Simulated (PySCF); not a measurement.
# C₆H₁₅BS₃: NMR shifts at several levels of theory, part 2 of 2

PySCF 2.14.0. Atoms count from 0. The steps go on from the part before.

**5. Nuclear shieldings: wB97X-D/pcSseg-1**

What the job is given:

```
{"job": {"kind": "nmr", "xc": "wB97X-D", "basis": "pcSseg-1", "pop": false}, "charge": 0, "multiplicity": 1}
C      3.555920     0.004967     0.424162
C      2.816153    -0.480117    -0.806859
S      1.280757    -1.393718    -0.423265
B      0.043991    -0.106784    -0.158685
S     -1.642892    -0.563280     0.284496
C     -1.607728    -2.388912     0.348128
C     -2.984602    -2.918405     0.695224
S      0.472819     1.636437    -0.347280
C     -1.101369     2.511884    -0.042669
C     -0.899543     4.005988    -0.194617
H      2.942322     0.715723     0.996826
H      4.485744     0.518813     0.131279
H      3.820229    -0.833205     1.085839
H      2.563947     0.350928    -1.483455
H      3.423692    -1.194546    -1.382365
H     -1.270143    -2.763058    -0.630232
H     -0.859610    -2.693974     1.095423
H     -3.329294    -2.532364     1.666687
H     -2.964200    -4.017421     0.754716
H     -3.726926    -2.632792    -0.065545
H     -1.447882     2.255805     0.970098
H     -1.850722     2.134263    -0.754748
H     -0.161618     4.386671     0.527823
H     -0.547752     4.261843    -1.205636
H     -1.848984     4.535595    -0.021484
```

With the program's defaults for keys left out, this is: GIAO wB97X-D/pcSseg-1 NMR shielding, non-relativistic, gas phase.

Log:

```text
coarse grid: 21776 points
cycle   1  E = -1456.8898829979  dE =  1.152e+00  |g| = 3.716e-01  |ddm| = 4.330e+00
cycle   2  E = -1456.9222246492  dE = -3.234e-02  |g| = 2.742e-01  |ddm| = 7.012e-01
cycle   3  E = -1456.9399639412  dE = -1.774e-02  |g| = 4.314e-02  |ddm| = 2.967e-01
cycle   4  E = -1456.9405607977  dE = -5.969e-04  |g| = 1.801e-02  |ddm| = 7.478e-02
cycle   5  E = -1456.9406621499  dE = -1.014e-04  |g| = 6.497e-03  |ddm| = 2.964e-02
cycle   6  E = -1456.9406746890  dE = -1.254e-05  |g| = 1.264e-03  |ddm| = 8.730e-03
cycle   7  E = -1456.9406753149  dE = -6.259e-07  |g| = 4.733e-04  |ddm| = 2.905e-03
final grid: 194280 points
cycle   8  E = -1457.0129624993  dE = -2.697e-04  |g| = 7.224e-03  |ddm| = 5.163e-02
cycle   9  E = -1457.0129686271  dE = -6.128e-06  |g| = 5.380e-03  |ddm| = 1.112e-02
cycle  10  E = -1457.0129750862  dE = -6.459e-06  |g| = 8.539e-04  |ddm| = 4.722e-03
cycle  11  E = -1457.0129753294  dE = -2.432e-07  |g| = 3.643e-04  |ddm| = 1.481e-03
cycle  12  E = -1457.0129753727  dE = -4.334e-08  |g| = 1.074e-04  |ddm| = 5.525e-04
cycle  13  E = -1457.0129753773  dE = -4.534e-09  |g| = 1.995e-05  |ddm| = 1.938e-04
cycle  14  E = -1457.0129753776  dE = -3.861e-10  |g| = 8.648e-06  |ddm| = 7.680e-05
converged SCF energy = -1457.0129753776

GIAO shielding tensors (ppm)
atom      isotropic    diamagn.    paramagn.     s11        s22        s33       span
  0 C      165.721     247.206     -81.485    148.061    164.873    184.229     36.167
  1 C      156.476     253.157     -96.680    136.014    160.181    173.235     37.221
  2 S      476.221    1062.986    -586.764    335.067    529.626    563.971    228.903
  3 B       41.092     198.361    -157.269      9.055      9.495    104.727     95.673
  4 S      487.243    1064.018    -576.775    341.333    509.567    610.829    269.496
  5 C      156.382     255.109     -98.727    140.971    157.127    171.048     30.077
  6 C      168.338     243.167     -74.829    155.525    163.290    186.198     30.673
  7 S      494.724    1063.675    -568.951    348.241    511.043    624.888    276.647
  8 C      156.720     254.999     -98.278    140.938    158.451    170.773     29.835
  9 C      168.289     243.118     -74.829    155.487    163.190    186.189     30.702
 10 H       29.727      31.491      -1.764     23.989     31.821     33.370      9.381
 11 H       30.218      27.020       3.198     25.710     26.517     38.426     12.716
 12 H       30.286      29.424       0.862     26.000     28.265     36.594     10.593
 13 H       28.521      33.841      -5.320     23.916     28.971     32.677      8.761
 14 H       29.067      30.859      -1.792     22.581     27.729     36.891     14.310
 15 H       28.896      34.085      -5.189     22.441     30.603     33.644     11.203
 16 H       28.887      34.338      -5.452     22.315     30.575     33.770     11.455
 17 H       30.126      28.282       1.844     25.473     28.589     36.316     10.842
 18 H       30.009      25.340       4.670     24.753     27.168     38.106     13.353
 19 H       30.105      28.072       2.033     25.465     28.472     36.377     10.911
 20 H       28.862      34.451      -5.589     22.447     30.504     33.633     11.186
 21 H       28.861      34.266      -5.405     22.294     30.568     33.720     11.425
 22 H       30.087      28.077       2.010     25.451     28.513     36.297     10.846
 23 H       30.106      28.003       2.103     25.435     28.470     36.415     10.980
 24 H       29.990      25.535       4.455     24.729     27.182     38.059     13.330
```

Run time: 2.6 min. Hardware: 8 threads of Intel Xeon at 2.50GHz (Skylake/Cascade Lake), shared host.

In short: δ C1 28.0, C0 17.1, S2 8, B3 60.5, H13 2.53, H10 1.31 ppm (means over like atoms).

**6. Nuclear shieldings: KT2/pcSseg-1**

Settings changed since step 5:

```diff
@@ -1,2 +1,2 @@
-{"job": {"kind": "nmr", "xc": "wB97X-D", "basis": "pcSseg-1", "pop": false}, "charge": 0, "multiplicity": 1}
+{"job": {"kind": "nmr", "xc": "KT2", "basis": "pcSseg-1", "pop": false}, "charge": 0, "multiplicity": 1}
 C      3.555920     0.004967     0.424162
```

Method: GIAO KT2/pcSseg-1 NMR shielding, non-relativistic, gas phase.

Log:

```text
coarse grid: 21776 points
cycle   1  E = -1470.9640447000  dE =  6.246e-01  |g| = 5.778e-01  |ddm| = 4.478e+00
cycle   2  E = -1470.9032933065  dE =  6.075e-02  |g| = 7.470e-01  |ddm| = 1.318e+00
cycle   3  E = -1471.0537830425  dE = -1.505e-01  |g| = 9.905e-02  |ddm| = 7.185e-01
cycle   4  E = -1471.0559880243  dE = -2.205e-03  |g| = 3.340e-02  |ddm| = 1.598e-01
cycle   5  E = -1471.0562826686  dE = -2.946e-04  |g| = 1.193e-02  |ddm| = 5.047e-02
cycle   6  E = -1471.0563198424  dE = -3.717e-05  |g| = 4.150e-03  |ddm| = 1.612e-02
cycle   7  E = -1471.0563246907  dE = -4.848e-06  |g| = 8.896e-04  |ddm| = 4.949e-03
final grid: 194280 points
cycle   8  E = -1471.1411566471  dE = -2.660e-04  |g| = 2.614e-02  |ddm| = 5.517e-02
cycle   9  E = -1471.1409136972  dE =  2.429e-04  |g| = 3.825e-02  |ddm| = 5.784e-02
cycle  10  E = -1471.1412913539  dE = -3.777e-04  |g| = 3.531e-03  |ddm| = 4.061e-02
cycle  11  E = -1471.1412946049  dE = -3.251e-06  |g| = 8.351e-04  |ddm| = 4.208e-03
cycle  12  E = -1471.1412947889  dE = -1.840e-07  |g| = 1.563e-04  |ddm| = 1.044e-03
cycle  13  E = -1471.1412947939  dE = -4.952e-09  |g| = 8.476e-05  |ddm| = 2.784e-04
cycle  14  E = -1471.1412947959  dE = -1.999e-09  |g| = 1.565e-05  |ddm| = 1.039e-04
cycle  15  E = -1471.1412947959  dE = -6.139e-11  |g| = 6.450e-06  |ddm| = 2.454e-05
converged SCF energy = -1471.1412947959

GIAO shielding tensors (ppm)
atom      isotropic    diamagn.    paramagn.     s11        s22        s33       span
  0 C      163.521     248.418     -84.896    144.954    162.365    183.245     38.291
  1 C      152.125     254.720    -102.595    128.419    158.021    169.935     41.516
  2 S      469.368    1064.761    -595.393    346.730    501.743    559.631    212.901
  3 B       49.321     200.737    -151.416     22.286     22.674    103.003     80.717
  4 S      480.642    1065.637    -584.996    356.109    506.903    578.912    222.803
  5 C      152.250     256.054    -103.804    136.859    151.650    168.241     31.382
  6 C      166.318     244.569     -78.251    152.524    160.538    185.893     33.369
  7 S      489.441    1065.325    -575.884    362.682    509.494    596.145    233.463
  8 C      152.682     255.862    -103.181    136.910    153.121    168.014     31.104
  9 C      166.256     244.492     -78.236    152.468    160.410    185.889     33.421
 10 H       29.519      31.912      -2.393     23.973     31.695     32.889      8.916
 11 H       29.938      26.740       3.198     25.524     26.414     37.876     12.352
 12 H       30.120      29.499       0.621     26.130     28.121     36.110      9.980
 13 H       28.000      34.121      -6.121     23.604     28.443     31.954      8.350
 14 H       28.667      30.618      -1.951     22.252     27.636     36.113     13.861
 15 H       28.441      34.135      -5.694     22.139     30.139     33.044     10.905
 16 H       28.427      34.448      -6.021     21.992     30.119     33.169     11.177
 17 H       29.907      28.541       1.366     25.560     28.391     35.771     10.212
 18 H       29.748      25.114       4.635     24.652     27.038     37.555     12.903
 19 H       29.881      28.284       1.597     25.540     28.278     35.825     10.286
 20 H       28.415      34.545      -6.130     22.138     30.067     33.041     10.903
 21 H       28.399      34.323      -5.925     21.965     30.112     33.119     11.154
 22 H       29.864      28.302       1.562     25.541     28.312     35.740     10.198
 23 H       29.886      28.193       1.692     25.510     28.267     35.880     10.370
 24 H       29.726      25.344       4.382     24.621     27.049     37.508     12.887
```

Wall time 88 s (8 threads of Intel Xeon at 2.50GHz (Skylake/Cascade Lake), shared host).

Key values: δ C1 30.9, C0 17.9, S2 39, B3 50.6, H13 2.79, H10 1.34 ppm (means over like atoms).

**7. NMR shieldings: HF/pcSseg-1**

Settings changed since step 6:

```diff
@@ -1,2 +1,2 @@
-{"job": {"kind": "nmr", "xc": "KT2", "basis": "pcSseg-1", "pop": false}, "charge": 0, "multiplicity": 1}
+{"job": {"kind": "nmr", "xc": "HF", "basis": "pcSseg-1", "pop": false}, "charge": 0, "multiplicity": 1}
 C      3.555920     0.004967     0.424162
```

Level: GIAO HF/pcSseg-1 NMR shielding, non-relativistic, gas phase.

Log:

```text
final grid: 194280 points
cycle   1  E = -1453.0350071737  dE =  1.767e+00  |g| = 5.939e-01  |ddm| = 4.244e+00
cycle   2  E = -1453.1562710044  dE = -1.213e-01  |g| = 2.505e-01  |ddm| = 7.746e-01
cycle   3  E = -1453.1734545034  dE = -1.718e-02  |g| = 6.939e-02  |ddm| = 3.059e-01
cycle   4  E = -1453.1756719488  dE = -2.217e-03  |g| = 1.059e-02  |ddm| = 1.221e-01
cycle   5  E = -1453.1757420055  dE = -7.006e-05  |g| = 4.743e-03  |ddm| = 2.602e-02
cycle   6  E = -1453.1757539961  dE = -1.199e-05  |g| = 1.696e-03  |ddm| = 1.001e-02
cycle   7  E = -1453.1757561451  dE = -2.149e-06  |g| = 5.118e-04  |ddm| = 4.482e-03
cycle   8  E = -1453.1757563610  dE = -2.159e-07  |g| = 1.175e-04  |ddm| = 1.621e-03
cycle   9  E = -1453.1757563689  dE = -7.907e-09  |g| = 3.457e-05  |ddm| = 2.807e-04
cycle  10  E = -1453.1757563696  dE = -6.994e-10  |g| = 8.434e-06  |ddm| = 1.004e-04
converged SCF energy = -1453.1757563696

GIAO shielding tensors (ppm)
atom      isotropic    diamagn.    paramagn.     s11        s22        s33       span
  0 C      172.327     245.174     -72.848    156.114    170.767    190.099     33.984
  1 C      167.308     250.784     -83.476    151.192    169.597    181.136     29.944
  2 S      545.825    1061.428    -515.603    396.385    613.429    627.662    231.278
  3 B       48.816     193.443    -144.627     16.628     17.110    112.709     96.081
  4 S      556.724    1062.536    -505.812    403.152    573.907    693.115    289.962
  5 C      167.260     253.314     -86.053    153.150    170.137    178.493     25.343
  6 C      175.123     241.194     -66.071    163.548    170.241    191.581     28.033
  7 S      562.675    1062.124    -499.448    409.230    574.629    704.167    294.937
  8 C      167.498     253.223     -85.725    153.048    171.237    178.208     25.159
  9 C      175.078     241.163     -66.085    163.510    170.153    191.571     28.060
 10 H       29.995      30.735      -0.740     23.986     31.927     34.072     10.086
 11 H       30.486      27.510       2.977     25.705     26.576     39.178     13.473
 12 H       30.537      29.452       1.085     25.936     28.427     37.247     11.311
 13 H       29.020      33.313      -4.294     23.978     29.437     33.645      9.667
 14 H       29.540      31.644      -2.104     22.760     27.814     38.048     15.288
 15 H       29.353      33.930      -4.577     22.564     30.958     34.537     11.973
 16 H       29.343      34.057      -4.714     22.445     30.920     34.666     12.221
 17 H       30.415      28.188       2.228     25.399     28.815     37.031     11.631
 18 H       30.252      25.852       4.400     24.708     27.214     38.835     14.127
 19 H       30.395      28.057       2.338     25.393     28.691     37.099     11.706
 20 H       29.313      34.131      -4.819     22.580     30.842     34.516     11.936
 21 H       29.320      34.043      -4.722     22.432     30.913     34.615     12.183
 22 H       30.380      28.003       2.377     25.377     28.737     37.026     11.650
 23 H       30.395      27.997       2.398     25.362     28.702     37.120     11.758
 24 H       30.238      25.984       4.253     24.692     27.232     38.788     14.096
```

Wall time 62 s (8 threads of Intel Xeon at 2.50GHz (Skylake/Cascade Lake), shared host).

Key values: δ C1 23.5, C0 16.7, S2 -42, B3 66.5, H13 2.37, H10 1.34 ppm (means over like atoms).

**8. Run by run: NMR shifts**

Shifts (ppm), means over like atoms, with basis size and wall time:

| run | C1 | C0 | H13 | H10 | S2 | B3 | functions | time |
| --- | --- | --- | --- | --- | --- | --- | --- | --- |
| PBE0/pcSseg-1 | 29.1 | 16.9 | 2.63 | 1.32 | 17 | 58.5 | 266 | 1.8 min |
| PBE/pcSseg-1 | 31.6 | 17.2 | 2.76 | 1.32 | 45 | 54.1 | 266 | 90 s |
| wB97X-D/pcSseg-1 | 28.0 | 17.1 | 2.53 | 1.31 | 8 | 60.5 | 266 | 2.6 min |
| KT2/pcSseg-1 | 30.9 | 17.9 | 2.79 | 1.34 | 39 | 50.6 | 266 | 88 s |
| HF/pcSseg-1 | 23.5 | 16.7 | 2.37 | 1.34 | -42 | 66.5 | 266 | 62 s |

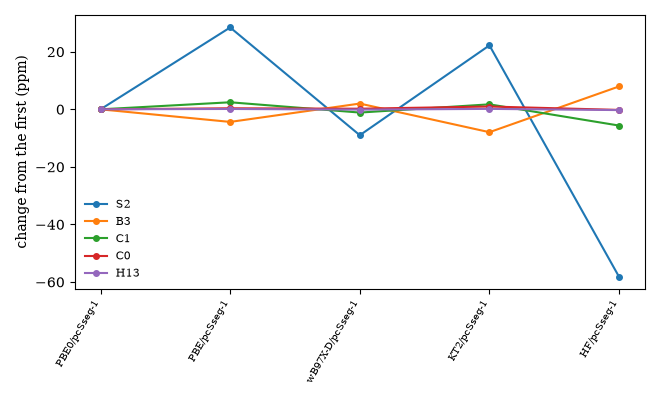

How five of the tabulated atoms move from run to run.

**9. Outcome**

This closing draws on all 2 parts.

| quantity | value |
| --- | --- |
| point group | C1 |
| rotational constants (main isotopes) | 0.78, 0.63, 0.36 GHz |
| ¹³C shifts against TMS (PBE0/pcSseg-1, means over atoms taken as alike) | 29.1, 16.9 ppm |
| ¹H shifts against TMS (PBE0/pcSseg-1, means over atoms taken as alike) | 2.63, 1.32 ppm |
| ³³S shifts against CS2 (PBE0/pcSseg-1, means over atoms taken as alike) | 17 ppm |
| ¹¹B shifts against BF3·OEt2 (PBE0/pcSseg-1) | 58.5 ppm |
| range of the shift of S2 (with its like atoms) | -42 to 45 ppm |

Single values in the summary come from the first sound run of each kind (PBE0/pcSseg-1), which need not be the best level. Over 10 steps the energy fell by 0.091 eV; of the close pairs, C0–H11 changed most, 1.088 to 1.102 Å. At PBE0/pcSseg-1: Shielding is most anisotropic at S2, S4, S7 (span 252 ppm, paramagnetic term -584 ppm). In ppm, S2 (with its like atoms) moves most: its shift spreads over 87 ppm, from -42 (HF/pcSseg-1) to 45 (PBE/pcSseg-1).
